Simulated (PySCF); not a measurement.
# H3LaN (La(NH3)3+): the cost of one run

Program: PySCF 2.14.0. Level of theory: several levels, as the steps say, no spin–orbit coupling. These are calculated values, not measurements.

6 further runs of the same task are left out: 1 for a known fault of the program, 1 that didn't finish, 4 set aside as unsound or not needed.

## Step 1: Starting geometry

5 atoms, charge 3, spin multiplicity 1.

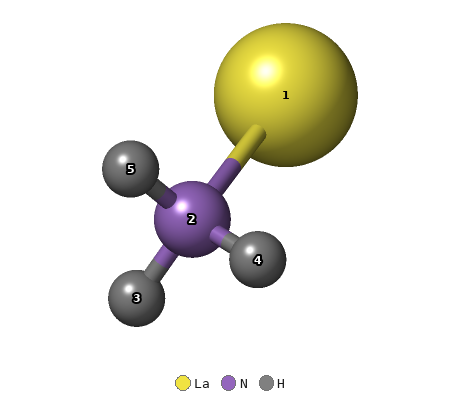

The geometry (lanthanum yellow, nitrogen purple, hydrogen grey); atoms are numbered from 1 in the order of the file.

Coordinates:

```
atom    x (Å)    y (Å)    z (Å)
 La1   0.0000   0.0000  -0.2237
  N2   0.0000   0.0000   2.2622
  H3   0.9488   0.0000   2.7222
  H4  -0.4744   0.8217   2.7222
  H5  -0.4744  -0.8217   2.7222
```

Formal oxidation states: La +3. The 4f shell is empty and lies in the core potential. An earlier session relaxed this geometry at PBE, La lcecp-1-SVP with ECP46, N def2-SVP, H def2-SVP (singlet, point group C3v).

At PBE on the finer grid: E = -86.784507 Eh, HOMO -25.26 eV, LUMO -20.52 eV, Mulliken charge on La1 +2.48 e, largest force component 0.010 eV/Å. The large-core potential holds the 4f shell empty.

Levels to run: M06-L; CAM-B3LYP; r2SCAN; BLYP; PBE, TZVP; PBE, x2c-SVP. Hardware: 2 threads of Arm Neoverse V1, shared host.

## Step 2: M06-L

Contents of run.py (the lines that set the calculation):

```python
mol = gto.M(atom='''
La     0.00000     0.00000    -0.22372
N      0.00000     0.00000     2.26218
H      0.94882     0.00004     2.72218
H     -0.47444     0.82168     2.72218
H     -0.47438    -0.82172     2.72218''',
    basis={'La': 'lcecp-1-SVP', 'N': 'def2-SVP', 'H': 'def2-SVP'},
    ecp={'La': 'lcecp-1-SVP'},
    charge=3, spin=0)
mf = dft.RKS(mol, xc='M06L')
mf.grids.atom_grid = (75, 302)  # f atoms: unpruned, at least (60, 302)
mf = mf.density_fit()  # fitting sets: La AutoAux, N def2-universal-JKFIT, H def2-universal-JKFIT
mf.conv_tol = 1e-08; mf.max_cycle = 55
mf.kernel(dm0)  # dm0: the density of the relaxed state
```

Command:

```
> OMP_NUM_THREADS=2 python run.py
```

**Question.** How long does this run take on 2 threads of Arm Neoverse V1, shared host?

About 2.7 s.
